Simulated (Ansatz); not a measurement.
Geometry relaxation, with input and output: CH9GeNSi (part 2 of 2)

CH9GeNSi; RKS PBE-D4/def2-SVP (Ansatz 0.2.0). The geometry: force-field start.

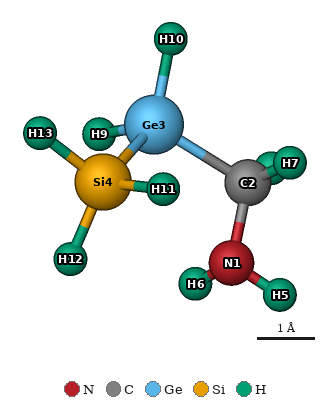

*The geometry at step 9 of the log (ball-and-stick view, seen at a tilt; atoms are numbered from 1 in the order of the input).*

**Trajectory as extended XYZ, continued**
```
13
Properties=species:S:1:pos:R:3:forces:R:3 step=5 energy=-67041.47314
N    -1.4329    1.1166   -0.5203   -0.0168   0.0247  -0.0046
C     0.0026    1.2766   -0.7325    0.0124   0.0048   0.0004
Ge    0.9743    0.1520    0.5896   -0.0113   0.0142   0.0109
Si    0.1945   -2.1025    0.4264    0.0082  -0.0150   0.0015
H    -1.9670    1.6219   -1.2404    0.0164  -0.0250  -0.0027
H    -1.7090    1.5415    0.3747    0.0065  -0.0193  -0.0043
H     0.2735    0.8791   -1.7339   -0.0040   0.0060   0.0013
H     0.4049    2.3210   -0.6869   -0.0087  -0.0078   0.0005
H     0.6687    0.7087    2.0138    0.0041   0.0083   0.0032
H     2.5113    0.2597    0.3652    0.0015  -0.0098   0.0019
H     0.4424   -2.6262   -0.9649   -0.0082   0.0051   0.0045
H    -1.2760   -2.1986    0.7228    0.0014   0.0158   0.0094
H     0.9330   -2.9844    1.4012   -0.0014  -0.0021  -0.0219
13
Properties=species:S:1:pos:R:3:forces:R:3 step=6 energy=-67041.47601
N    -1.4185    1.0744   -0.5294    0.0598  -0.0108  -0.0507
C     0.0155    1.2812   -0.7274   -0.0798  -0.0233   0.0433
Ge    0.9938    0.1623    0.5953   -0.0127   0.0398   0.0255
Si    0.1753   -2.0754    0.4254   -0.0037  -0.0345   0.0089
H    -1.9625    1.5578   -1.2577    0.0159  -0.0109   0.0679
H    -1.7176    1.4740    0.3699   -0.0105   0.0099  -0.0529
H     0.3050    0.8970   -1.7283    0.0070   0.0225  -0.0094
H     0.3811    2.3376   -0.6671    0.0132  -0.0075  -0.0117
H     0.6988    0.7261    2.0193    0.0033   0.0037   0.0001
H     2.5308    0.2516    0.3689    0.0095  -0.0047  -0.0059
H     0.3929   -2.5844   -0.9757   -0.0105   0.0016  -0.0058
H    -1.2912   -2.1547    0.7467    0.0093   0.0152   0.0114
H     0.9168   -2.9823    1.3751   -0.0007  -0.0009  -0.0207
13
Properties=species:S:1:pos:R:3:forces:R:3 step=7 energy=-67041.47987
N    -1.3923    0.9937   -0.5573    0.1900   0.0170  -0.0279
C     0.0379    1.2887   -0.7148   -0.2213   0.0085   0.0477
Ge    1.0281    0.1813    0.6089   -0.0140   0.0438   0.0389
Si    0.1417   -2.0299    0.4260   -0.0350  -0.0637  -0.0007
H    -1.9480    1.4494   -1.2955    0.0338  -0.0005   0.1269
H    -1.7402    1.3477    0.3462    0.0234   0.0029  -0.1704
H     0.3709    0.9399   -1.7165   -0.0087   0.0517   0.0270
H     0.3374    2.3659   -0.6215   -0.0024  -0.0973  -0.0310
H     0.7533    0.7583    2.0322    0.0041  -0.0107  -0.0037
H     2.5649    0.2431    0.3731    0.0033   0.0019  -0.0138
H     0.2810   -2.5093   -0.9975   -0.0103   0.0206   0.0303
H    -1.3119   -2.0779    0.8139    0.0477   0.0090   0.0111
H     0.8975   -2.9855    1.3177   -0.0105   0.0168  -0.0343
13
Properties=species:S:1:pos:R:3:forces:R:3 step=8 energy=-67041.48442
N    -1.3770    0.9499   -0.5880    0.2238   0.0722   0.0320
C     0.0494    1.2926   -0.7076   -0.2722   0.0074   0.0226
Ge    1.0403    0.1899    0.6195   -0.0065   0.0267   0.0485
Si    0.1239   -2.0108    0.4351   -0.0416  -0.0746  -0.0441
H    -1.9300    1.4055   -1.3283    0.0365  -0.0051   0.1056
H    -1.7565    1.2810    0.3133    0.0574  -0.0196  -0.2028
H     0.4140    0.9724   -1.7086   -0.0188   0.0461   0.0540
H     0.3133    2.3775   -0.5907   -0.0159  -0.1242  -0.0308
H     0.7757    0.7688    2.0441    0.0074  -0.0052  -0.0084
H     2.5761    0.2433    0.3744   -0.0023  -0.0003  -0.0092
H     0.1943   -2.4543   -1.0080   -0.0191   0.0253   0.0841
H    -1.3117   -2.0496    0.8934    0.0812   0.0013  -0.0053
H     0.9084   -3.0008    1.2663   -0.0299   0.0499  -0.0461
13
Properties=species:S:1:pos:R:3:forces:R:3 step=9 energy=-67041.48681
N    -1.3567    0.8976   -0.6309    0.2509   0.1501   0.1434
C     0.0630    1.2926   -0.6930   -0.2649   0.0163  -0.0436
Ge    1.0529    0.1993    0.6422   -0.0504   0.0184  -0.0365
Si    0.0954   -1.9839    0.4298   -0.0503  -0.1539   0.0120
H    -1.8973    1.3601   -1.3753    0.0275  -0.0155   0.0347
H    -1.7775    1.2108    0.2599    0.0945  -0.0595  -0.1995
H     0.4717    1.0070   -1.6885   -0.0366   0.0317   0.0840
H     0.2860    2.3829   -0.5504   -0.0432  -0.1031  -0.0285
H     0.7993    0.7822    2.0666    0.0033  -0.0227  -0.0060
H     2.5870    0.2482    0.3846   -0.0116  -0.0132  -0.0002
H     0.0496   -2.4079   -1.0261    0.0131   0.0829   0.1881
H    -1.3013   -2.0384    1.0107    0.1632   0.0154  -0.0600
H     0.9484   -2.9851    1.1853   -0.0955   0.0532  -0.0879
13
Properties=species:S:1:pos:R:3:forces:R:3 step=10 energy=-67041.48384 accepted=F
N    -1.3441    0.8777   -0.6697    0.1686   0.1949   0.1337
C     0.0643    1.3107   -0.6936   -0.2775  -0.1264  -0.0426
Ge    1.0477    0.2091    0.6392    0.0791  -0.0634   0.1111
Si    0.1074   -1.9851    0.4692   -0.1557  -0.1409  -0.1937
H    -1.8790    1.3461   -1.4147    0.0187  -0.0277   0.0176
H    -1.7901    1.1699    0.2152    0.0821  -0.0561  -0.1580
H     0.5011    1.0531   -1.6837   -0.0218   0.0162   0.0551
H     0.2547    2.4019   -0.5294   -0.0041  -0.0595   0.0065
H     0.8068    0.7673    2.0753    0.0144   0.0441  -0.0184
H     2.5806    0.2344    0.3737    0.0039   0.0285   0.0045
H    -0.0080   -2.3348   -1.0030    0.0055   0.0016   0.2028
H    -1.2687   -2.0258    1.0980    0.1419   0.0011  -0.0593
H     0.9475   -3.0593    1.1383   -0.0552   0.1875  -0.0594
13
Properties=species:S:1:pos:R:3:forces:R:3 step=11 energy=-67041.49517
N    -1.3446    0.8827   -0.6379    0.0516   0.0333   0.0283
C     0.0598    1.2954   -0.6861   -0.0710  -0.0062  -0.0143
Ge    1.0579    0.2036    0.6459   -0.0098  -0.0140  -0.0070
Si    0.0919   -1.9766    0.4382   -0.0035  -0.0099   0.0039
H    -1.8841    1.3207   -1.3964    0.0051  -0.0033   0.0135
H    -1.7842    1.1944    0.2388    0.0201  -0.0161  -0.0404
H     0.4782    1.0229   -1.6787    0.0118   0.0129   0.0255
H     0.2665    2.3847   -0.5354   -0.0087  -0.0098  -0.0157
H     0.8200    0.7798    2.0752    0.0010  -0.0025  -0.0062
H     2.5904    0.2436    0.3766   -0.0074  -0.0022   0.0015
H     0.0254   -2.3679   -1.0153    0.0019   0.0155   0.0290
H    -1.2912   -2.0173    1.0301    0.0278  -0.0014  -0.0013
H     0.9340   -3.0007    1.1600   -0.0189   0.0038  -0.0167
13
Properties=species:S:1:pos:R:3:forces:R:3 step=12 energy=-67041.49589
N    -1.3348    0.8655   -0.6449    0.0010   0.0129  -0.0178
C     0.0624    1.2950   -0.6845   -0.0067  -0.0078  -0.0044
Ge    1.0614    0.2043    0.6488    0.0112   0.0658   0.0192
Si    0.0865   -1.9659    0.4393   -0.0173  -0.0367  -0.0047
H    -1.8786    1.3063   -1.3987    0.0033  -0.0129   0.0050
H    -1.7796    1.1620    0.2330   -0.0025  -0.0021   0.0064
H     0.4945    1.0282   -1.6716    0.0008  -0.0028  -0.0214
H     0.2530    2.3870   -0.5366    0.0104  -0.0015   0.0167
H     0.8212    0.7873    2.0751    0.0060  -0.0117  -0.0009
H     2.5940    0.2434    0.3823   -0.0049  -0.0027  -0.0013
H    -0.0014   -2.3399   -1.0157   -0.0024   0.0019   0.0019
H    -1.2862   -2.0021    1.0516    0.0029  -0.0036   0.0037
H     0.9281   -3.0057    1.1368   -0.0018   0.0013  -0.0021
13
Properties=species:S:1:pos:R:3:forces:R:3 step=13 energy=-67041.49628
N    -1.3310    0.8596   -0.6517   -0.0088   0.0110  -0.0065
C     0.0637    1.2964   -0.6840    0.0024  -0.0027   0.0028
Ge    1.0625    0.2084    0.6516    0.0049   0.0112   0.0075
Si    0.0822   -1.9630    0.4417    0.0004  -0.0133  -0.0075
H    -1.8737    1.2962   -1.4085    0.0017  -0.0078  -0.0029
H    -1.7827    1.1535    0.2236   -0.0005  -0.0030   0.0068
H     0.5008    1.0364   -1.6711    0.0026  -0.0017  -0.0020
H     0.2495    2.3881   -0.5283    0.0009   0.0048   0.0030
H     0.8280    0.7861    2.0807    0.0012   0.0018  -0.0042
H     2.5945    0.2440    0.3813   -0.0019  -0.0025   0.0004
H    -0.0203   -2.3289   -1.0143   -0.0028  -0.0015   0.0021
H    -1.2836   -2.0045    1.0692   -0.0003   0.0023   0.0014
H     0.9303   -3.0071    1.1249    0.0000   0.0016  -0.0009
```

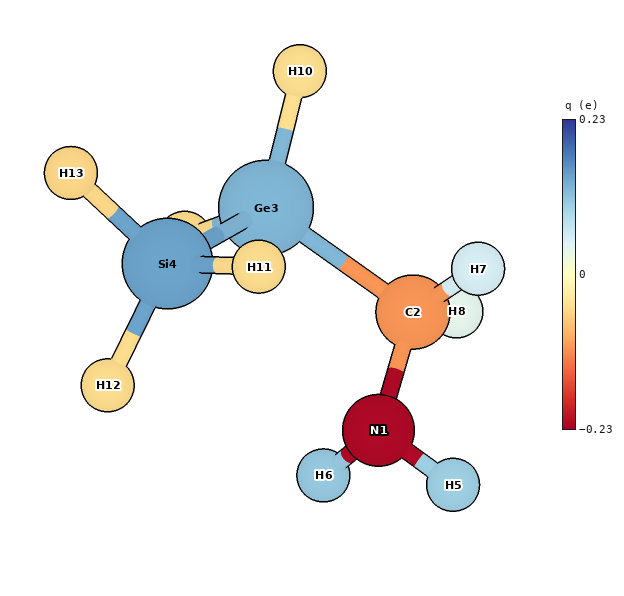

*Mulliken charges, as the colour of each atom (ball-and-stick view, seen at a tilt; atoms are numbered from 1 in the order of the input).*

By element: N −0.22, C −0.11, Ge +0.13, Si +0.14 and H −0.05 to +0.11 e.

The run was set up as follows.

**The input**
```yaml
crystal:
  periodic: [false, false, false]
  atoms:
    - {symbol: N, position_ang: [-1.408600, 1.086500, -0.475600]}
    - {symbol: C, position_ang: [-0.026200, 1.195100, -0.733700]}
    - {symbol: Ge, position_ang: [0.890500, 0.116100, 0.566400]}
    - {symbol: Si, position_ang: [0.297200, -2.072300, 0.403200]}
    - {symbol: H, position_ang: [-1.931000, 1.676100, -1.254900]}
    - {symbol: H, position_ang: [-1.654000, 1.638500, 0.413400]}
    - {symbol: H, position_ang: [0.228400, 0.804200, -1.742000]}
    - {symbol: H, position_ang: [0.370600, 2.266700, -0.673000]}
    - {symbol: H, position_ang: [0.620700, 0.661700, 2.046200]}
    - {symbol: H, position_ang: [2.449800, 0.194800, 0.335400]}
    - {symbol: H, position_ang: [0.502700, -2.580400, -0.924900]}
    - {symbol: H, position_ang: [-1.205200, -2.144600, 0.672200]}
    - {symbol: H, position_ang: [0.885400, -2.877100, 1.382200]}
basis:
  gaussian: {orbitals: def2-SVP}
hamiltonian: {xc: pbe, dispersion: d4}
relax: {f_tol: 0.03, max_steps: 200}
```

Run as:
```bash
ansatz run in.yaml --threads 4 --pin off --events-out ev --progress --plain --max-ram 10444MiB
```

**Results in brief**

- outcome: converged
- total energy: −67041.4963 eV
- mean-field energy: −67041.2199 eV
- dispersion energy: −0.2764 eV
- SCF solution under orbital rotations: stable
- largest force (length of the vector) at the end: 0.016 eV/Å
- dipole moment: 2.24 D
- hardware: 4 threads of Arm Neoverse V2, 23 GiB of memory available, shared host
- wall time: 17 s (CPU time 62 s)
- peak memory: 0.18 GiB
